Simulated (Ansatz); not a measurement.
## From SiH3F to Si(OH)3F: predicting a member

Gas-phase molecules. On one Si centre that keeps F, n of the H ligands are replaced by OH. The HOMO–LUMO gap y in eV at wB97M-V/def2-TZVPP. Shapes: PBE0-D4/def2-TZVP. Flexible molecules stand in one conformer, not always the lowest. Programs: Ansatz 0.2.0.

| molecule | n | y (eV) |
| --- | --- | --- |
| SiH3F | 0 | 13.65 |
| SiH2(OH)F | 1 | ? |
| SiH(OH)2F | 2 | 14.18 |
| Si(OH)3F | 3 | 14.14 |

Q: Fit y = c + s·n to the known rows and predict SiH2(OH)F.

A: 
1. Means of the 3 rows: n = 1.66667, y = 13.990.
2. Σ(Δn)² = 4.6667, Σ(Δn·Δy) = 0.83, so the slope is 0.83/4.6667 = 0.17786.
3. Intercept: 13.990 − (0.17786) × 1.66667 = 13.694. The largest residual of the fit is 0.13.
4. SiH2(OH)F: 13.694 + (0.17786) × 1 = 13.87 eV.

The run gave 13.54 eV, so the prediction is off by +0.33 eV, more than the largest residual. The steps per swap are uneven (-0.11, +0.64, -0.04), so a line is a poor model. Other levels give for SiH2(OH)F: r2SCAN-D4/def2-TZVPP 8.27; PBE0-D4/def2-TZVPP 9.69; wB97X-V/def2-TZVPP 14.15 eV. Orbital gaps aren't excitation energies, and the LUMO depends on the basis. The series isn't monotonic at this level.

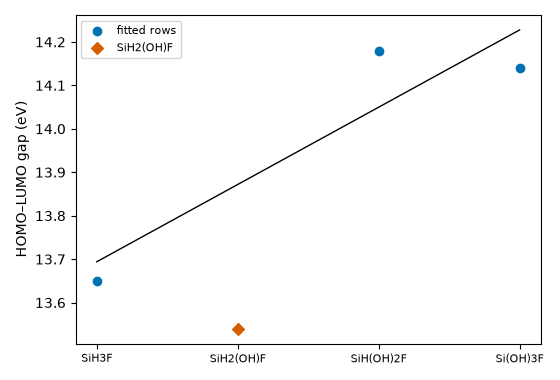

The fitted line, with the withheld member.
